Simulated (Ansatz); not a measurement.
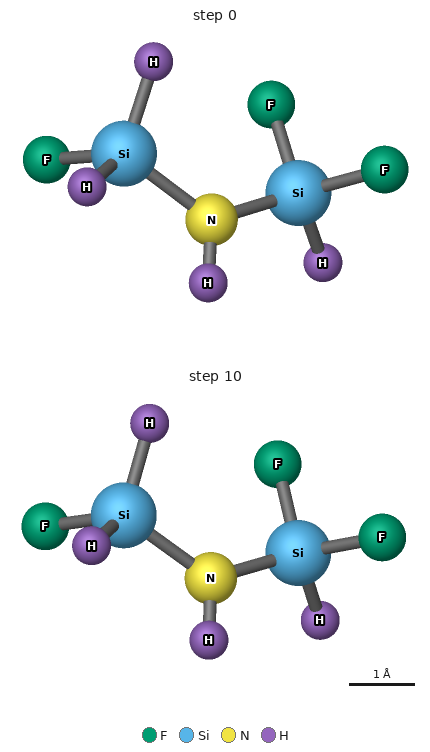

The structure of Si2NH4F3 before (top) and after (bottom) a relaxation, at one scale.

The picture is a ball-and-stick view, seen at a tilt.

The start comes from PBE-D4/def2-SVP.

These are results of RKS PBE0-D4/def2-TZVP in Ansatz, not measurements. Set-up: force threshold 0.005 eV/Å; at most 150 steps.

Summarise the run.

Answer. Over 9 accepted moves (10 points after the start) the energy falls by 0.132 eV. The largest force component goes from 1.2 to 0.0019 eV/Å. The line search rejected the trial step at point 8 of the run. The largest moves after the best rigid fit, 0.12 Å, are those of F atoms. Largest moves by element: F 0.12 Å, H 0.11 Å, N 0.05 Å, Si 0.02 Å. Near-neighbour distances that change, for instance: F–Si 1.627 → 1.583 Å, F–Si 1.639 → 1.597 Å, N–Si 1.748 → 1.720 Å, N–Si 1.726 → 1.700 Å. Among the angles between lasting bonds that change: Si–N–Si 127.3° → 129.8°. The run took about 2.6 core-minutes on a shared host.
